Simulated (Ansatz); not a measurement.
# Does disorder add resistance in series? Na(100) layers displaced at 300 K

Two lengths of the disordered region are known. What area resistance does the third give?

Set-up. Ansatz 0.2.0, plane waves with PAW datasets at their recommended cutoffs (420 eV for most), Fermi-Dirac smearing; ballistic transmission by layer matching. The area resistance is RA = A (h/2e²)(1/T − 1/N), with T the zone-mean transmission per spin and N the lead's channels, both averaged over a few energies near the Fermi level; for magnets each spin is taken apart, with h/e², and the two conduct in parallel. Lateral cell 2x2, PBE, a fresh random draw for each length. Atoms are displaced independently, by 0.277 Å r.m.s. per direction; each RA is scaled by the nominal over the drawn mean square displacement.

The runs, with one result withheld:

| length (Å) | channels N | RA (fΩ m²) |
| --- | --- | --- |
| 8.58 | 4.917 | 0.0958 |
| 17.2 | 4.917 | 0.187 |
| 25.7 | 4.880 | ? |

Worked fit:

Ohm's law makes RA linear in the length: the slope is (0.187 − 0.0958)/(17.2 − 8.58) = 0.0106 fΩ m² per Å, or 11 µΩ cm. Then 0.187 + 0.0106 × 8.58. Predicted: 0.278 fΩ m².

Check against the run:

0.416 fΩ m², so the prediction is 33 % too low. The three lengths together give 19 µΩ cm. Single draws scatter; these runs don't part the causes of the miss, and leave the question open.

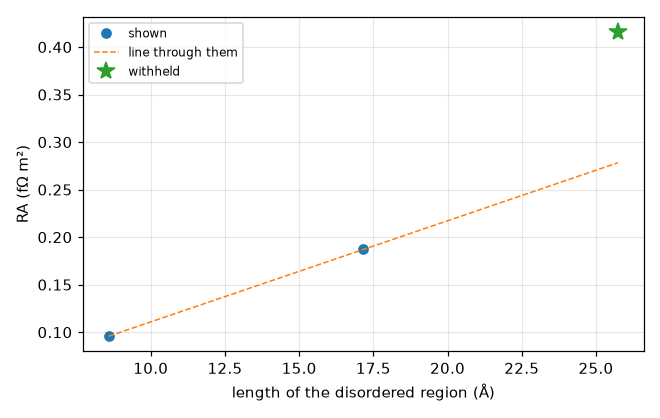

Area resistance against length.

Caveats: The scatterers repeat sideways with the small cell. The slope is a raw one; a model of isotropic scattering puts it 1.12 times the bulk value over these lengths.
